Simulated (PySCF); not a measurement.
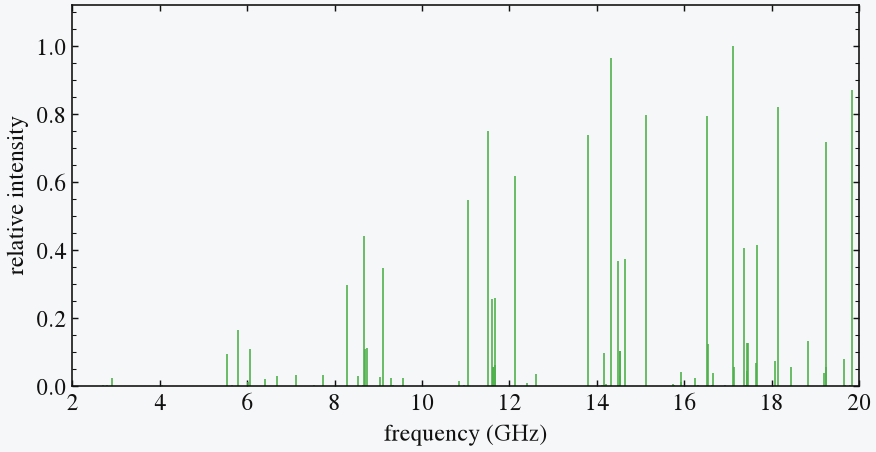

Simulated rotational absorption lines between 2 and 20 GHz at 1.5 K: rigid rotor with the equilibrium constants and dipole of one optimised conformer (PBE0-D3(BJ)/def2-SVP, PySCF), commonest isotopes; no centrifugal distortion, hyperfine structure, internal rotation or nuclear-spin weights; lines within 1 MHz of each other are summed.

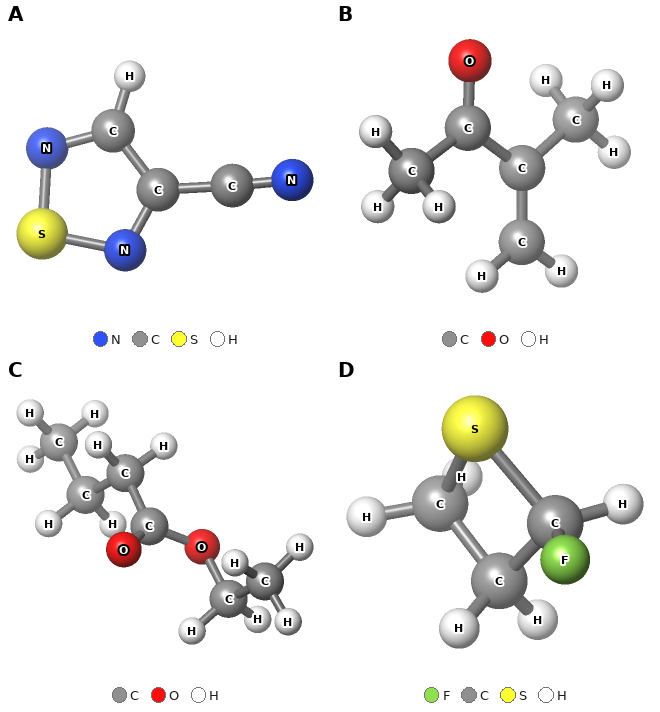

**Which molecule gives this spectrum? Choose among the lettered structures.**

Structure A, C₃HN₃S, SMILES N#Cc1cnsn1. Rotational constants A, B, C = 7.728, 1.585, 1.315 GHz, |μa|, |μb|, |μc| = 2.68, 0.98, 0.00 D.

Note: coarse grid, loose stop and no frequency check, small forces are noise and the end may be a saddle.
